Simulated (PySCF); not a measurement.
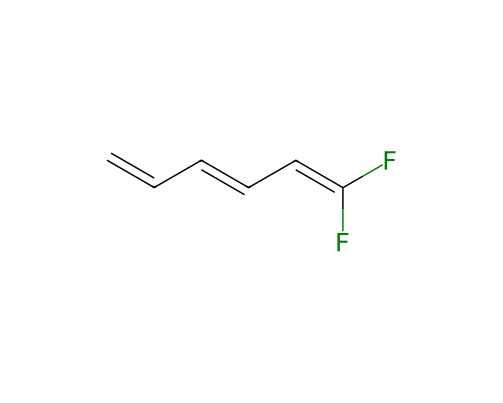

Skeletal drawing of a molecule.

> Give its SMILES.

C=C/C=C/C=C(F)F

> What is the molecular formula?

C6H6F2.

> An optimisation with GFN2-xTB gave a structure of which point group?

Cs. Other conformers may differ.

More results for the same structure follow; atom numbers are the same in all pictures, views and colours differ. Computed geometry: GFN2-xTB optimisation. No frequency run is at hand to confirm it as a minimum.

**Dipole moment**

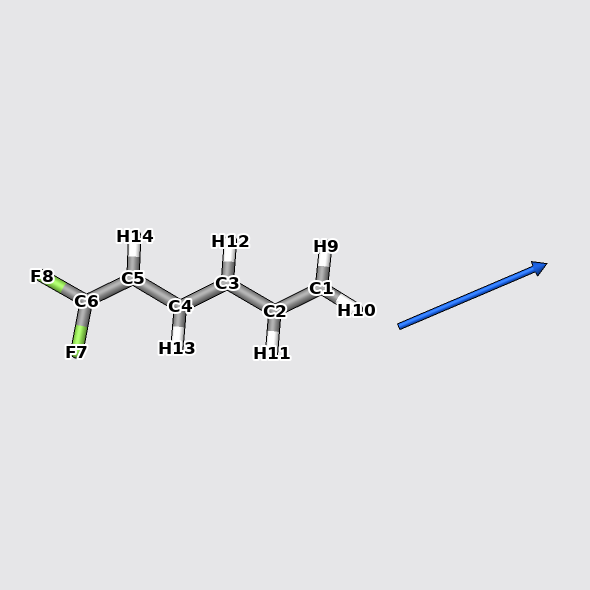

The arrow beside the molecule shows the direction of the dipole moment, from the negative to the positive end (its length means nothing). No frequency run is at hand to confirm it as a minimum. Level of theory: CAM-B3LYP/def2-SVPD, gas phase (PySCF 2.14.0).

> Estimate the dipole moment.

1.51 D; it points from the side of F7, F8 to the side of H9, H10 (the outermost atoms at the two ends).

**Excitation**

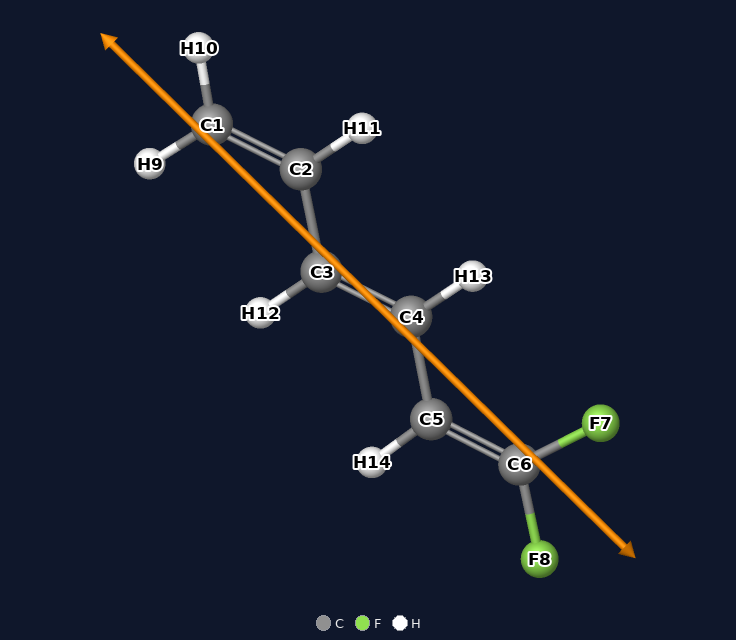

The double arrow shows the direction of the transition dipole to excited singlet state 1 (its length means nothing). No frequency run is at hand to confirm it as a minimum. Level of theory: TDDFT CAM-B3LYP/def2-SVPD, vertical, gas phase, core orbitals frozen in the response (PySCF 2.14.0).

> How is the transition polarised?

In the molecular plane, close to the long direction C1···F8.

> Where does the transition lie, and how strong is it?

5.01 eV (247 nm), oscillator strength 1.13, mainly HOMO → LUMO (weight 0.98); transition dipole 7.71 D.

**Polarisability**

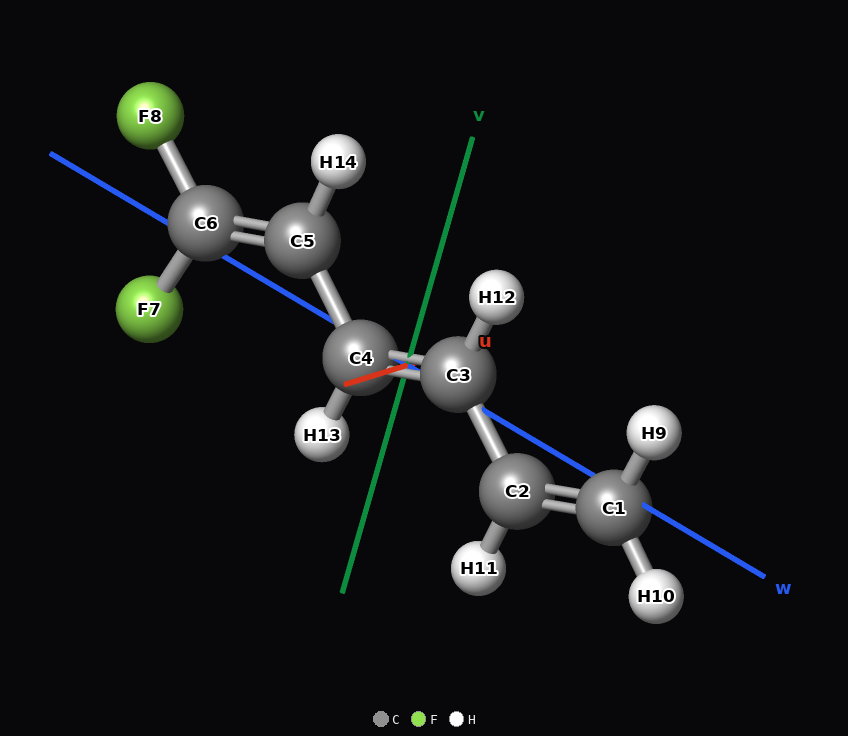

The lines u, v and w are the principal axes of the static dipole polarisability. No frequency run is at hand to confirm it as a minimum. Method: CAM-B3LYP/def2-SVPD (PySCF 2.14.0).

> Along which axis is the molecule most polarisable, and along which least?

Most along w (in the molecular plane, close to the long direction C1···F8), least along u (normal to the molecular plane).

> Give the three principal values.

u 47.2, v 64.0, w 162.3 bohr³; mean 91.2, anisotropy 107.7 bohr³.
